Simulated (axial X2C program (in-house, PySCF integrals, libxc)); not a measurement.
**TeNb: bond curves with and without spin–orbit coupling**

Aim: find the lowest determinant of TeNb, scan the bond at several levels and fit the constants, once spin-free and once with spin–orbit coupling.

The runs use an in-house X2C program for linear molecules on PySCF integrals; all-electron X2C, Te dyall-cv3z, Nb dyall-cv3z.

All values are calculated.

## (1) Input

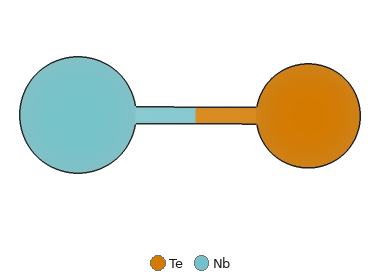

The two atoms at 2.530 Å (tellurium orange, niobium teal).

The input, task.json:

```json
{
 "zs": [
  52,
  41
 ],
 "q": 0,
 "bas": [
  "dyall-cv3z",
  "dyall-cv3z"
 ],
 "levels": [
  "PBE0",
  "HF",
  "BLYP"
 ],
 "cc": true,
 "r0": 2.53,
 "thr": -1.0,
 "nmax": 90,
 "npts": 10,
 "nst": 2,
 "ntry": 6
}
```

Keys: zs atomic numbers; q charge; bas basis sets; levels methods (HF also brings MP2); cc coupled cluster on or off; r0 starting distance in Å; thr threshold in hartree for freezing inner shells (an s shell follows its p shell); nmax most natural virtual spinors; npts points asked for on the curve; nst determinants followed; ntry starts of the search.

On the command line:

```bash
$ python so2c.py task.json out
```

Spin-free means the one-electron spin-free X2C Hamiltonian; two-component (2c) means X2C with spin–orbit coupling and atomic mean-field two-electron Coulomb and Gaunt terms. Basis: Te dyall-cv3z contracted to [11s12p8d4f1g], Nb dyall-cv3z contracted to [11s12p9d5f3g]; Gaussian nuclei, density fitting. Masses: Te 129.906 u, Nb 92.906 u.

Notation: σ, π±, δ± give the projection m of an orbital's angular momentum (0, ±1, ±2), α and β its spin, Λ and M_S the sums; ω is the projection of a spinor's total angular momentum and Ω the sum. Logs are in hartree.

The results follow Hamiltonian by Hamiltonian and level by level.

## (2) Search for the lowest determinant

Determinants are compared with PBE0 at 2.530 Å.

Spin-free determinants:

| ΔE (eV) | state | open shells |
| --- | --- | --- |
| 0.00 | M_S = 3/2, Λ = 0 | beyond closed shells: σα, δ+α, δ-α |
| 0.74 | M_S = 3/2, Λ = 3 | beyond closed shells: σα, π+α, δ+α |
| 0.80 | M_S = 3/2, Λ = 1 | beyond closed shells: σα, π-α, δ+α |
| 0.97 | M_S = 3/2, Λ = 1 | beyond closed shells: π+α, δ+α, δ-α |
| 1.26 | M_S = 1/2, Λ = 2 | beyond closed shells: δ+α |
| 1.65 | M_S = 5/2, Λ = 0 | beyond closed shells: σα, π+α, π+β, 2 × π-α, δ+α, δ-α |
| 1.65 | M_S = 3/2, Λ = 2 | beyond closed shells: 2 × σα, δ+α |

Two-component determinants:

```
ΔE (eV)    state                                        open shells
   0.00  Ω = 3/2   excess of +ω over −ω: ω = 1/2, ω = -3/2, ω = 5/2
   0.57  Ω = 3/2                      excess of +ω over −ω: ω = 3/2
   0.74  Ω = 5/2                      excess of +ω over −ω: ω = 5/2
   0.87  Ω = 1/2  excess of +ω over −ω: ω = -1/2, ω = -3/2, ω = 5/2
   0.87  Ω = 1/2                      excess of +ω over −ω: ω = 1/2
   0.92  Ω = 9/2    excess of +ω over −ω: ω = 1/2, ω = 3/2, ω = 5/2
   1.09  Ω = 5/2                      excess of +ω over −ω: ω = 5/2
```

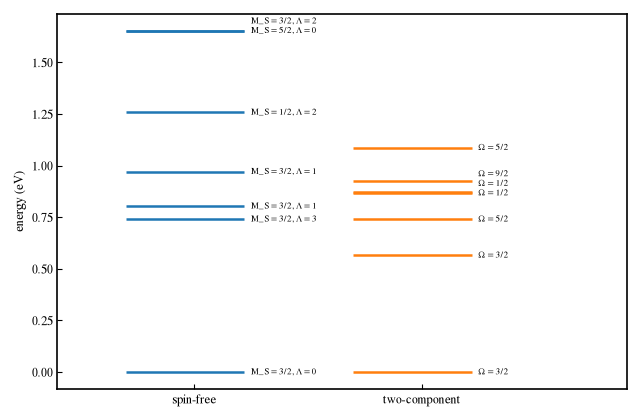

The determinants found, each set from its own lowest.

## (3) PBE0, spin-free

State followed: M_S = 3/2, Λ = 0 (beyond closed shells: σα, δ+α, δ-α). The scan is laid around 2.493 Å, a first estimate of the minimum, and this SCF restarts from the orbitals of the search.

The SCF at the reference distance of 2.493 Å:

```text
spin-free X2C-1e  PBE0
basis functions 278  fitting functions 1332  grid points 5801
iter        total energy     max residual
   1     -10610.102059442     4.00e+00
   2     -10612.627074924     2.78e-02
   3     -10612.588206424     5.09e-02
   4     -10612.633233649     2.24e-02
   5     -10612.654403694     4.38e-03
   6     -10612.654847348     9.73e-04
   7     -10612.654864253     1.63e-04
   8     -10612.654866132     1.05e-04
   9     -10612.654867072     3.35e-05
  10     -10612.654867220     1.51e-05
  11     -10612.654867252     7.74e-06
  12     -10612.654867260     2.72e-06
  13     -10612.654867262     1.86e-06
  14     -10612.654867263     5.72e-07
converged
one-electron -15498.72249492  Coulomb 4730.52406053  exact exchange -73.14428395  xc functional -223.86161290  nuclear repulsion 452.54946397
```

Along the bond, energies from the lowest point:

```csv
R (Å),E (eV),μ (D),HOMO (eV),LUMO (eV),iterations
2.343,0.1873,4.42,-5.48,-2.41,14
2.418,0.0329,4.67,-5.57,-2.53,13
2.493,0.0000,4.89,-5.65,-2.65,14
2.580,0.0727,5.12,-5.71,-2.78,15
2.667,0.2279,5.31,-5.75,-2.90,15
2.780,0.5032,5.48,-5.78,-3.03,16
```

Dipoles are positive if Nb is the positive end.

Outer orbitals at the reference distance:

```
symmetry  occupied  ε (eV)              atomic character
      σβ       yes  -15.97  69% Te s, 10% Nb p, 10% Nb d
      σα       yes  -15.47  67% Te s, 11% Nb d, 10% Nb p
      σα       yes   -7.32   56% Te p, 32% Nb d, 5% Nb s
      σβ       yes   -7.08   71% Te p, 16% Nb d, 8% Nb s
     π-β       yes   -6.44   70% Te p, 18% Nb d, 5% Nb f
     π+β       yes   -6.44   70% Te p, 18% Nb d, 5% Nb f
     π+α       yes   -6.39   49% Te p, 42% Nb d, 4% Nb p
     π-α       yes   -6.39   49% Te p, 42% Nb d, 4% Nb p
      σα       yes   -5.66   51% Nb s, 37% Nb d, 9% Te p
     δ+α       yes   -5.65                     100% Nb d
     δ-α       yes   -5.65                     100% Nb d
     π+α        no   -2.65  52% Nb d, 23% Te p, 19% Nb p
     π-α        no   -2.65  52% Nb d, 23% Te p, 19% Nb p
      σα        no   -2.30  45% Nb p, 19% Nb s, 17% Nb d
      σβ        no   -1.96   68% Nb s, 23% Nb p, 4% Nb d
```

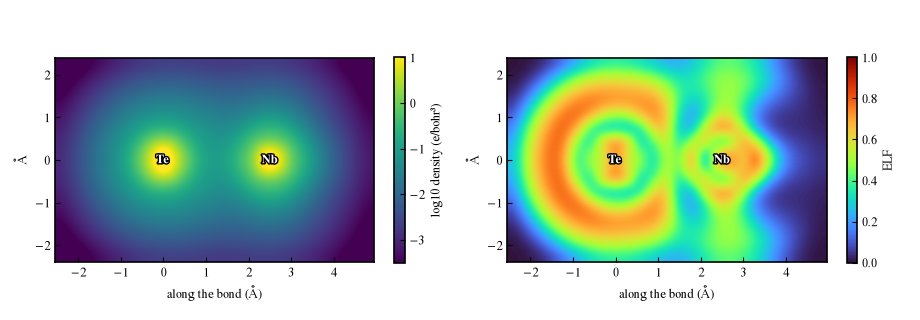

PBE0 fields in a plane through the axis, from a grid of 0.3 Å; Te lies at z = 0 and Nb at z = 2.493 Å; the ELF is damped to zero where the density is low.

Re = 2.480 Å, ωe = 290.2 cm⁻¹, ωexe = 0.594 cm⁻¹, Be = 0.05062 cm⁻¹, De = 3.73 eV, μ = 4.85 D.

## (4) HF, spin-free

Output at 2.493 Å:

```text
spin-free X2C-1e  HF
basis functions 278  fitting functions 1332  grid points 5801
iter        total energy     max residual
   1     -10608.226106197     3.07e-01
   2     -10608.264212352     1.52e-02
   3     -10608.266271430     1.06e-02
   4     -10608.270818574     2.39e-03
   5     -10608.271561153     1.93e-03
   6     -10608.272002837     1.55e-03
   7     -10608.272331495     1.08e-03
   8     -10608.272481827     6.36e-04
   9     -10608.272532679     2.12e-04
  10     -10608.272538470     1.18e-04
  11     -10608.272540419     5.98e-05
  12     -10608.272540913     3.94e-05
  13     -10608.272541093     2.21e-05
  14     -10608.272541166     1.18e-05
  15     -10608.272541194     6.72e-06
  16     -10608.272541207     5.29e-06
  17     -10608.272541221     3.44e-06
  18     -10608.272541228     2.10e-06
  19     -10608.272541231     1.10e-06
  20     -10608.272541232     4.41e-07
converged
one-electron -15497.11267288  Coulomb 4729.00840640  exact exchange -292.71773872  xc functional 0.00000000  nuclear repulsion 452.54946397
```

No constants are quoted: the solution changes its character somewhere along the scan, so the fit is set aside.

## (5) BLYP, spin-free

The SCF at the reference distance of 2.493 Å:

```text
spin-free X2C-1e  BLYP
basis functions 278  fitting functions 1332  grid points 5801
iter        total energy     max residual
   1     -10613.674180794     1.11e-01
   2     -10613.673873344     1.72e-02
   3     -10613.452837995     6.94e-02
   4     -10613.683989082     7.23e-03
   5     -10613.685854559     2.84e-03
   6     -10613.685674435     3.19e-03
   7     -10613.686090535     7.25e-04
   8     -10613.686108808     2.46e-04
   9     -10613.686110712     2.08e-05
  10     -10613.686110717     1.47e-05
  11     -10613.686110726     3.16e-06
  12     -10613.686110727     5.32e-07
converged
one-electron -15497.97550594  Coulomb 4729.73357927  exact exchange 0.00000000  xc functional -297.99364804  nuclear repulsion 452.54946397
```

Re = 2.515 Å, ωe = 275.7 cm⁻¹, ωexe = 0.591 cm⁻¹, Be = 0.04921 cm⁻¹, De = 4.21 eV, μ = 3.81 D.

## (6) MP2 and beyond, spin-free

Correlated methods: 11 electrons correlated (frozen shells, counted by type: Te 4 s, 3 p, 2 d; Nb 4 s, 3 p, 1 d), 343 virtual spinors in MP2, 90 natural virtuals in coupled cluster.

Output of the correlated part at 2.493 Å:

```text
correlated 11  virtual 343  natural virtual 90  E(MP2) -0.226781658  MP2 remainder -0.010197564
iter   CCSD correlation   residual
   1     -0.218677457   1.84e-01
   2     -0.227583431   1.05e-01
   3     -0.232742247   4.91e-02
   4     -0.233878313   2.30e-02
   5     -0.234404187   1.07e-02
   6     -0.234514365   4.85e-03
   7     -0.234557712   2.28e-03
   8     -0.234586118   1.01e-03
   9     -0.234578356   5.09e-04
  10     -0.234585992   2.58e-04
  11     -0.234580792   1.32e-04
  12     -0.234581477   6.25e-05
  13     -0.234581218   3.24e-05
  14     -0.234581086   1.92e-05
  15     -0.234581153   1.07e-05
  16     -0.234581096   5.31e-06
  17     -0.234581066   2.70e-06
  18     -0.234581048   1.56e-06
(T) -0.017175892  T1 0.0709  D1 0.1043  max T2 0.075
```

T1 in the output is the amplitude norm over the root of the electron number; divide by √2 for the Lee–Taylor value.

MP2: No constants are quoted: the reference changes its character somewhere along the scan, so the fit is set aside.

CCSD: No constants are quoted: the reference changes its character somewhere along the scan, so the fit is set aside.

CCSD(T): No constants are quoted: the reference changes its character somewhere along the scan, so the fit is set aside.

## (7) A higher determinant, spin-free

State: M_S = 3/2, Λ = 3 (beyond closed shells: σα, π+α, δ+α).

Output at the reference distance:

```text
spin-free X2C-1e  PBE0
basis functions 278  fitting functions 1332  grid points 5801
iter        total energy     max residual
   1     -10610.061132878     4.03e+00
   2     -10612.598097005     2.67e-02
   3     -10612.575291633     4.11e-02
   4     -10612.621462051     1.17e-02
   5     -10612.625852474     5.45e-03
   6     -10612.626833338     7.68e-04
   7     -10612.626847168     1.72e-04
   8     -10612.626850099     1.19e-04
   9     -10612.626851785     3.67e-05
  10     -10612.626852147     2.43e-05
  11     -10612.626852263     1.19e-05
  12     -10612.626852307     5.95e-06
  13     -10612.626852315     2.17e-06
  14     -10612.626852316     8.83e-07
converged
one-electron -15497.71415726  Coulomb 4729.50419886  exact exchange -73.13847169  xc functional -223.82788620  nuclear repulsion 452.54946397
```

```csv
R (Å),E above the lowest PBE0 point (eV)
2.343,1.036
2.418,0.838
2.493,0.762
2.580,0.782
2.667,0.878
2.780,1.065
```

Re = 2.518 Å, ωe = 262.0 cm⁻¹, ωexe = 0.886 cm⁻¹, Be = 0.04908 cm⁻¹, μ = 4.77 D. Te = 0.76 eV.

## (8) The spin-free curves together

Energy (eV) of the followed determinant, spin-free, from each level's lowest point:

```csv
R (Å),PBE0,HF (jumps),MP2 (its reference jumps),CCSD (its reference jumps),CCSD(T) (its reference jumps),BLYP
2.343,0.187,0.368,0.194,0.253,0.259,0.279
2.418,0.033,0.118,0.034,0.062,0.065,0.077
2.493,0.000,0.005,0.000,0.000,0.000,0.000
2.580,0.073,0.000,0.079,0.048,0.044,0.026
2.667,0.228,0.094,0.250,0.187,0.177,0.140
2.780,0.503,0.294,0.847,0.493,0.451,0.369
```

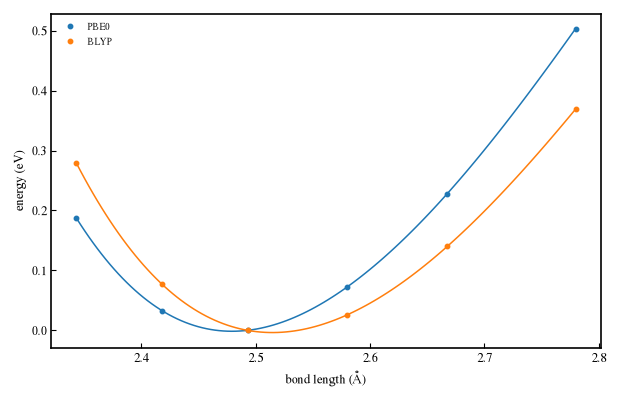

Curves of the followed state, spin-free, each from its own lowest point. Left out: HF, MP2, CCSD, CCSD(T).

## (9) PBE0, 2c

State followed: Ω = 3/2 (excess of +ω over −ω: ω = 1/2, ω = -3/2, ω = 5/2). The scan is laid around 2.493 Å, a first estimate of the minimum, and this SCF restarts from the orbitals of the search.

Output at 2.493 Å:

```text
two-component X2C + atomic mean field  PBE0
basis functions 278  fitting functions 1332  grid points 5801
iter        total energy     max residual
   1     -10605.695082831     3.99e+00
   2     -10608.283661006     2.78e-02
   3     -10608.244823324     5.08e-02
   4     -10608.290480410     2.26e-02
   5     -10608.310891884     4.40e-03
   6     -10608.311339120     9.65e-04
   7     -10608.311355521     1.61e-04
   8     -10608.311357368     1.03e-04
   9     -10608.311358282     3.43e-05
  10     -10608.311358428     1.56e-05
  11     -10608.311358460     8.15e-06
  12     -10608.311358468     2.89e-06
  13     -10608.311358471     1.85e-06
  14     -10608.311358471     5.74e-07
converged
one-electron -15486.42878253  Coulomb 4728.20199899  exact exchange -73.10372452  xc functional -223.74223228  nuclear repulsion 452.54946397  atomic mean-field constant -5.78808210
```

Along the bond, energies from the lowest point:

```csv
R (Å),E (eV),μ (D),HOMO (eV),LUMO (eV),iterations
2.343,0.1960,4.35,-5.40,-2.45,14
2.418,0.0376,4.59,-5.49,-2.57,13
2.493,0.0000,4.80,-5.57,-2.69,14
2.580,0.0663,5.02,-5.64,-2.81,15
2.667,0.2137,5.18,-5.69,-2.91,15
2.780,0.4757,5.32,-5.73,-3.01,18
```

Dipoles are positive if Nb is the positive end.

Outer spinors at the reference distance:

```csv
ω,occupied,ε (eV),atomic character,λ mixture
-1/2,yes,-15.97,"69% Te s, 10% Nb p, 10% Nb d",100% σ
1/2,yes,-15.48,"67% Te s, 11% Nb d, 10% Nb p",100% σ
1/2,yes,-7.43,"60% Te p, 28% Nb d, 5% Nb s","87% σ, 13% π"
-1/2,yes,-7.21,"71% Te p, 16% Nb d, 7% Nb s","85% σ, 15% π"
1/2,yes,-6.59,"66% Te p, 23% Nb d, 4% Nb f","87% π, 13% σ"
-1/2,yes,-6.47,"52% Te p, 37% Nb d, 4% Nb p","86% π, 14% σ"
3/2,yes,-6.25,"48% Nb d, 44% Te p, 4% Nb p",100% π
-3/2,yes,-6.21,"68% Te p, 20% Nb d, 5% Nb f",100% π
-3/2,yes,-5.69,99% Nb d,"99% δ, 1% π"
1/2,yes,-5.63,"52% Nb s, 36% Nb d, 10% Te p","99% σ, 1% π"
5/2,yes,-5.57,100% Nb d,100% δ
-1/2,no,-2.69,"56% Nb d, 20% Te p, 17% Nb p","99% π, 1% σ"
3/2,no,-2.59,"46% Nb d, 26% Te p, 21% Nb p",100% π
1/2,no,-2.28,"45% Nb p, 19% Nb s, 17% Nb d",100% σ
-1/2,no,-1.95,"68% Nb s, 24% Nb p, 4% Nb d",100% σ
```

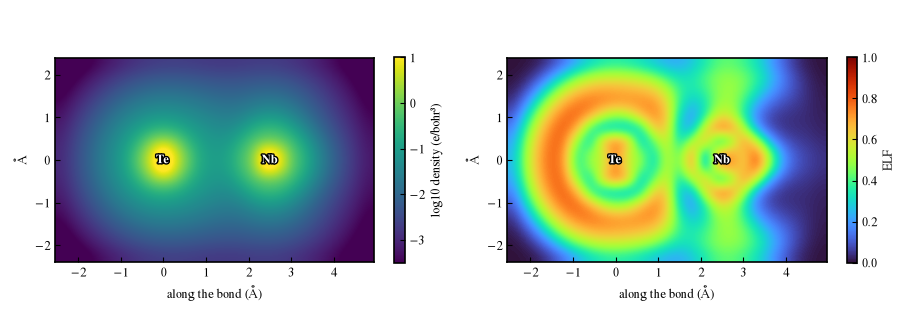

PBE0 fields in a plane through the axis, from a grid of 0.3 Å; Te lies at z = 0 and Nb at z = 2.493 Å; the ELF is damped to zero where the density is low.

Re = 2.483 Å, ωe = 286.8 cm⁻¹, ωexe = 0.648 cm⁻¹, Be = 0.05046 cm⁻¹, De = 3.49 eV, μ = 4.77 D.

## (10) HF, 2c

The SCF at the reference distance of 2.493 Å:

```text
two-component X2C + atomic mean field  HF
basis functions 278  fitting functions 1332  grid points 5801
iter        total energy     max residual
   1     -10603.880299734     3.07e-01
   2     -10603.918400720     1.49e-02
   3     -10603.920639352     1.05e-02
   4     -10603.924901482     2.54e-03
   5     -10603.925685732     1.78e-03
   6     -10603.926175862     1.40e-03
   7     -10603.926573974     9.24e-04
   8     -10603.926799673     8.68e-04
   9     -10603.926936009     7.16e-04
  10     -10603.926993248     6.49e-04
  11     -10603.927053499     6.50e-04
  12     -10603.927143906     6.19e-04
  13     -10603.927275133     5.94e-04
  14     -10603.927417978     5.68e-04
  15     -10603.927575024     5.08e-04
  16     -10603.927905484     5.39e-04
  17     -10603.927863571     2.94e-04
  18     -10603.927939075     1.57e-04
  19     -10603.927940957     1.08e-04
  20     -10603.927941994     2.72e-05
  21     -10603.927942143     1.56e-05
  22     -10603.927942162     7.28e-06
  23     -10603.927942190     4.62e-06
  24     -10603.927942194     4.03e-06
  25     -10603.927942198     2.82e-06
  26     -10603.927942199     2.19e-06
converged
one-electron -15485.32534850  Coulomb 4727.22123304  exact exchange -292.58520861  xc functional 0.00000000  nuclear repulsion 452.54946397  atomic mean-field constant -5.78808210
```

No constants are quoted: the solution changes its character somewhere along the scan, so the fit is set aside.

## (11) BLYP, 2c

Output at 2.493 Å:

```text
two-component X2C + atomic mean field  BLYP
basis functions 278  fitting functions 1332  grid points 5801
iter        total energy     max residual
   1     -10609.331334548     1.11e-01
   2     -10609.331970575     1.67e-02
   3     -10609.123580152     6.72e-02
   4     -10609.341191141     7.15e-03
   5     -10609.343056890     2.51e-03
   6     -10609.342890984     2.93e-03
   7     -10609.343241354     6.58e-04
   8     -10609.343255394     2.26e-04
   9     -10609.343256924     2.25e-05
  10     -10609.343256927     1.80e-05
  11     -10609.343256940     5.52e-06
  12     -10609.343256941     9.78e-07
converged
one-electron -15485.67431468  Coulomb 4727.40380933  exact exchange 0.00000000  xc functional -297.83413345  nuclear repulsion 452.54946397  atomic mean-field constant -5.78808210
```

Re = 2.518 Å, ωe = 273.0 cm⁻¹, ωexe = 0.601 cm⁻¹, Be = 0.04907 cm⁻¹, De = 3.90 eV, μ = 3.75 D.

## (12) MP2 and beyond, 2c

Correlated methods: 11 electrons correlated (frozen shells, counted by type: Te 4 s, 3 p, 2 d; Nb 4 s, 3 p, 1 d), 343 virtual spinors in MP2, 90 natural virtuals in coupled cluster.

Output of the correlated part at 2.493 Å:

```text
correlated 11  virtual 343  natural virtual 90  E(MP2) -0.213460970  MP2 remainder -0.009818737
iter   CCSD correlation   residual
   1     -0.213567102   1.55e-01
   2     -0.221238219   8.93e-02
   3     -0.227114879   5.70e-02
   4     -0.229604574   3.39e-02
   5     -0.231020391   1.68e-02
   6     -0.231336672   7.34e-03
   7     -0.231496137   2.80e-03
   8     -0.231484456   1.35e-03
   9     -0.231481830   7.42e-04
  10     -0.231492228   3.77e-04
  11     -0.231486353   1.66e-04
  12     -0.231489286   8.29e-05
  13     -0.231487450   4.61e-05
  14     -0.231486467   2.45e-05
  15     -0.231486019   1.30e-05
  16     -0.231485893   6.47e-06
  17     -0.231485958   3.43e-06
  18     -0.231486032   1.88e-06
  19     -0.231486037   8.89e-07
(T) -0.015478212  T1 0.1007  D1 0.2307  max T2 0.089
```

MP2: No constants are quoted: the reference changes its character somewhere along the scan, so the fit is set aside.

CCSD: No constants are quoted: the reference changes its character somewhere along the scan, so the fit is set aside.

CCSD(T): No constants are quoted: the reference changes its character somewhere along the scan, so the fit is set aside.

## (13) A higher determinant, 2c

State: Ω = 3/2 (excess of +ω over −ω: ω = 3/2).

Output at the reference distance:

```text
two-component X2C + atomic mean field  PBE0
basis functions 278  fitting functions 1332  grid points 5801
iter        total energy     max residual
   1     -10605.657900391     4.02e+00
   2     -10608.260987805     2.67e-02
   3     -10608.238483473     4.09e-02
   4     -10608.284852073     1.11e-02
   5     -10608.288645164     5.34e-03
   6     -10608.289579183     7.51e-04
   7     -10608.289592275     1.62e-04
   8     -10608.289595080     1.17e-04
   9     -10608.289596580     3.32e-05
  10     -10608.289596848     2.15e-05
  11     -10608.289596924     1.02e-05
  12     -10608.289596951     5.00e-06
  13     -10608.289596956     1.86e-06
  14     -10608.289596957     7.53e-07
converged
one-electron -15485.63007185  Coulomb 4727.39334459  exact exchange -73.09999021  xc functional -223.71426137  nuclear repulsion 452.54946397  atomic mean-field constant -5.78808210
```

```csv
R (Å),E above the lowest PBE0 point (eV)
2.343,0.891
2.418,0.682
2.493,0.592
2.580,0.595
2.667,0.673
2.780,0.840
```

Re = 2.533 Å, ωe = 251.3 cm⁻¹, ωexe = 0.85 cm⁻¹, Be = 0.04851 cm⁻¹, μ = 4.63 D. Te = 0.58 eV.

## (14) The 2c curves together

Energy (eV) of the followed determinant, 2c, from each level's lowest point:

```csv
R (Å),PBE0,HF (jumps),MP2 (its reference jumps),CCSD (its reference jumps),CCSD(T) (its reference jumps),BLYP
2.343,0.196,0.584,0.127,0.235,0.206,0.286
2.418,0.038,0.324,0.000,0.042,0.017,0.081
2.493,0.000,0.170,0.200,0.000,0.000,0.000
2.580,0.066,0.054,0.398,0.064,0.082,0.021
2.667,0.214,0.000,0.546,0.197,0.233,0.130
2.780,0.476,0.008,0.735,0.422,0.489,0.351
```

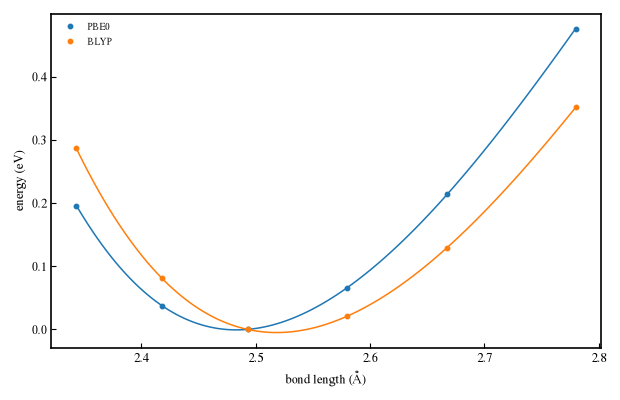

Curves of the followed state, 2c, each from its own lowest point. Left out: HF, MP2, CCSD, CCSD(T).

Time for the job: 3.3 min (1 thread of Arm Neoverse V2, shared host).

## (15) Results

Lowest determinant that the search found at its distance, spin-free: M_S = 3/2, Λ = 0 (beyond closed shells: σα, δ+α, δ-α).

Lowest determinant that the search found at its distance, 2c: Ω = 3/2 (excess of +ω over −ω: ω = 1/2, ω = -3/2, ω = 5/2).

| Hamiltonian | level | Re (Å) | ωe (cm⁻¹) | De (eV) | μ (D) |
| --- | --- | --- | --- | --- | --- |
| spin-free | PBE0 | 2.480 | 290.2 | 3.73 | 4.85 |
| spin-free | BLYP | 2.515 | 275.7 | 4.21 | 3.81 |
| 2c | PBE0 | 2.483 | 286.8 | 3.49 | 4.77 |
| 2c | BLYP | 2.518 | 273.0 | 3.90 | 3.75 |

Dipoles are positive if Nb is the positive end. No constants: spin-free HF (the solution changes its character somewhere along the scan, so the fit is set aside); spin-free MP2 (the reference changes its character somewhere along the scan, so the fit is set aside); spin-free CCSD (the reference changes its character somewhere along the scan, so the fit is set aside); spin-free CCSD(T) (the reference changes its character somewhere along the scan, so the fit is set aside); 2c HF (the solution changes its character somewhere along the scan, so the fit is set aside); 2c MP2 (the reference changes its character somewhere along the scan, so the fit is set aside); 2c CCSD (the reference changes its character somewhere along the scan, so the fit is set aside); 2c CCSD(T) (the reference changes its character somewhere along the scan, so the fit is set aside).

Time per point (s) on 1 thread of Arm Neoverse V2, shared host (2c runs); the times are rough: PBE0 2, BLYP 0.65.

At PBE0, going from spin-free to two-component changes Re by +4 mÅ, ωe by -1.2 %, which is small (part of it comes from the scalar share of the two-electron terms). It costs about 1.7 times the time. De moves by -0.24 eV; both De rest on single-determinant atoms, which can miss part of an open shell's spin–orbit lowering.

De refers to Te + Nb, each in the lowest determinant found, which need not be this curve's own limit. Each curve is one determinant whose occupation by symmetry is held fixed; it was picked as the lowest of a PBE0 search that is not exhaustive. De is counted from the lowest determinant-based energies of the atoms at the same level, without counterpoise correction. Density functionals use the spin component along the axis (collinear). With several unpaired electrons one determinant need not be a pure state. The spin-free determinant is spin-contaminated at some levels.
